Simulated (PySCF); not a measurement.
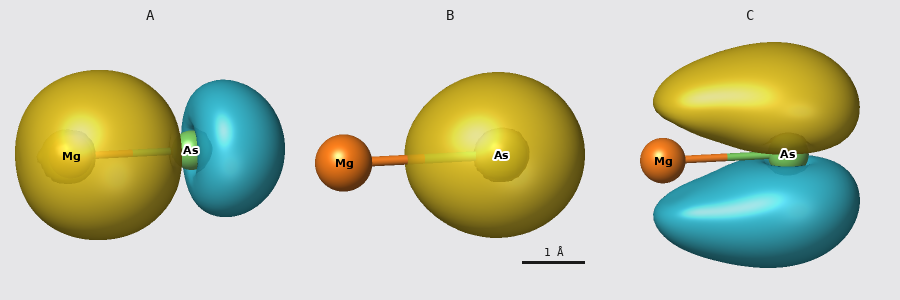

MgAs (quartet). Three frontier β-spin orbitals, each drawn at the value that holds 80 % of its norm (yellow and cyan are the two phases), in no order; of a degenerate pair one member is drawn.

All numbers below come from PBE0/def2-SVP, non-relativistic Hamiltonian with scalar-relativistic core potentials where named, at a bond length of 2.668 Å (PySCF 2.14.0).

Name the orbitals and rank them from lowest to highest energy.

Answer. Orbital B: σ, occupied in this spin, −13.61 eV; mainly on As (95 %).
Orbital A: σ, occupied in this spin, −6.30 eV; shared between the atoms (Mg 45 %, As 55 %).
Orbital C: π, empty in this spin, −2.71 eV; mainly on As (80 %).
